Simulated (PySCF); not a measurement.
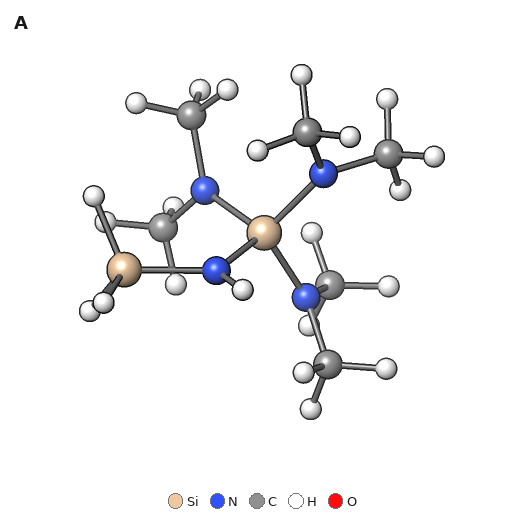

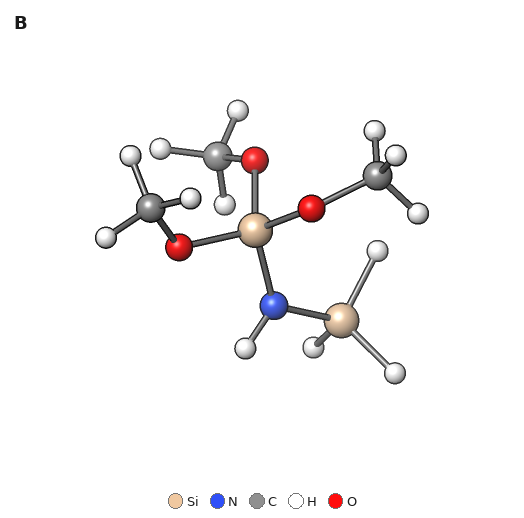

Two related species, optimised with PBE0-D3(BJ)/def2-SVP; properties computed with PySCF 2.14.0. Both: charge 0, singlet.

Question. Identify both.

Answer. A is (NMe2)3Si-NH-SiH3 (CN(C)[Si](N[SiH3])(N(C)C)N(C)C), B is (OMe)3Si-NH-SiH3 (CO[Si](N[SiH3])(OC)OC).

Compare them. With PBE0/pcSseg-1: dipole moment (D), HOMO–LUMO gap (eV), HOMO energy (Kohn–Sham orbital) (eV). With CAM-B3LYP/def2-SVPD: lowest vertical singlet excitation (eV), mean static polarisability (bohr³).

```json
{"quantity": "dipole moment (D)", "A": "1.20", "B": "0.51"}
{"quantity": "HOMO–LUMO gap (eV)", "A": "6.70", "B": "7.98"}
{"quantity": "HOMO energy (Kohn–Sham orbital) (eV)", "A": "−5.98", "B": "−7.49"}
{"quantity": "lowest vertical singlet excitation (eV)", "A": "5.82", "B": "6.64"}
{"quantity": "mean static polarisability (bohr³)", "A": "155.2", "B": "104.2"}
```

Each is one conformer, and no frequency run is at hand to confirm it as a minimum.
